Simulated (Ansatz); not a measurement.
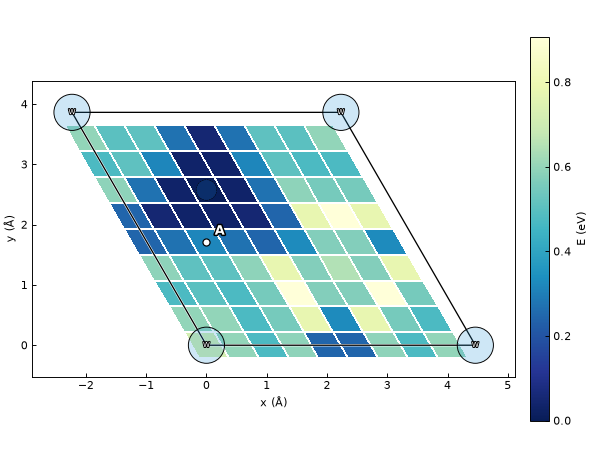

CO on a W(111) slab cut from the Im-3m phase, its upper half relaxed before the scan (6 atoms of substrate and one adsorbate in a 1 × 1 cell). CO is moved over the surface cell; relaxed at each place: the height of the adsorbate's atoms; substrate rigid; the origin of the map has the adsorbate above W6. Places are given modulo a cell vector. The map is drawn in real space over the plane of the surface. Grid: 9 × 9 points; 19 points were computed and 62 follow by symmetry. Energies: eV, counted from the lowest grid point. The relaxed height changes by up to 0.8 Å between neighbouring points. With one adsorbate in each 1 × 1 cell, its nearest image is 4.5 Å away, so neighbouring adsorbates interact. The runs have no spin polarisation; a magnetic state may lie lower. Level of theory: DFT PBEsol, scalar-relativistic, plane waves, PAW in Ansatz. Settings: cutoff 420 eV, k-mesh 6×6×1, gaussian smearing 0.1 eV, no spin polarisation.

In the figure: one coloured cell a grid point, labelled circles for the atoms of the top layer and small ones for the second layer, the outline of one cell of the plane, the point A.

> Which way does the force act at A, and how strong is it?

A, at (2/9, 4/9) of the cell vectors, is not a stationary point. The computed force is 0.93 eV/Å in the plane, pointing up in the picture (components 0.00 and 0.93 eV/Å).

PAW datasets: the set soft_1.
